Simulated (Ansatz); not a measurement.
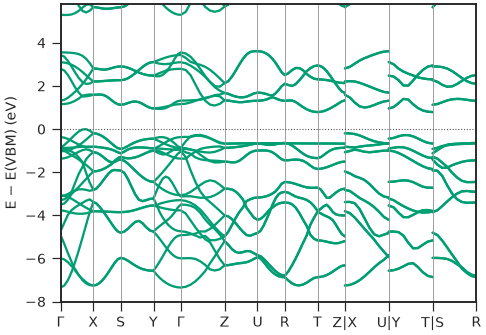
*Band structure from r²SCAN (plane waves, PAW; program Ansatz)*

Read off the gap and where the band edges lie.

About 0.8 eV (0.79 eV by a search for the band edges); maximum on the Γ–X line, 74 % of the way from Γ, minimum at T.

Which compound is it?
A. FeSe2, Pnnm (Fe on 2a, Se on 4g)
B. TiO2, Pbca (Ti on 8c, O on 8c, O on 8c)
C. ZnCu2SnS4, Pmn2_1 (Pearson symbol oP16)
D. Ba2Sn, Pnma (Ba on 4c, Ba on 4c, Sn on 4c)

A, FeSe2, Pnnm (Fe on 2a, Se on 4g)

The first step of the workflow began from a Materials Project structure, measured or hypothetical; the Crystallography Open Database files this formula in space group No. 58, but the cells were not matched. Its standing as an ambient phase is unchecked. Symmetry was held in the r²SCAN relaxation; whether a distortion lowers the energy is not shown. No spin polarisation was allowed. Scalar-relativistic: spin–orbit coupling is off unless named, which matters more the heavier the elements.

Potentials: the later of the program's two PAW sets.
